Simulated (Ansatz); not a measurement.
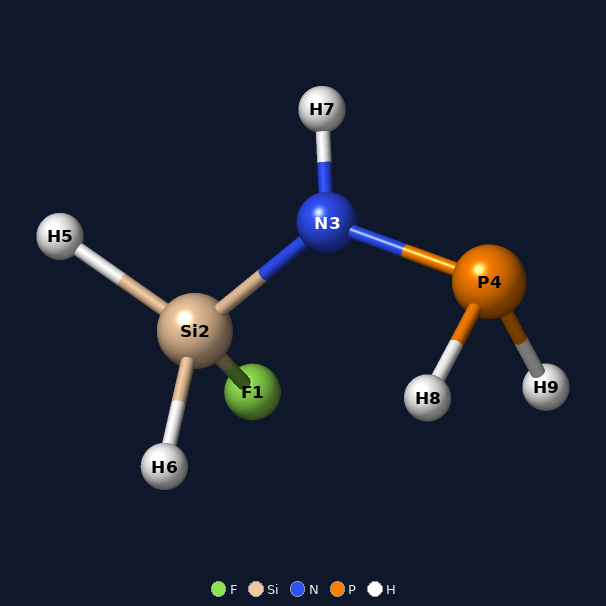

Sticks follow a distance rule. Harmonic vibrations computed with RKS PBE0-D4/def2-TZVP (Ansatz 0.2.0) at a stationary point of the same level.

**Minimum or transition state?**

A minimum: no imaginary frequency, and the lowest mode lies at 69 cm⁻¹.

**How many vibrational modes are there, and where do they lie?**

21 modes: 69, 131, 200, 327, 390, 597, 724, 785, 865, 926, 931, 943, 945, 985, 1148, 1280, 2254, 2268, 2371, 2383, 3633 cm⁻¹.
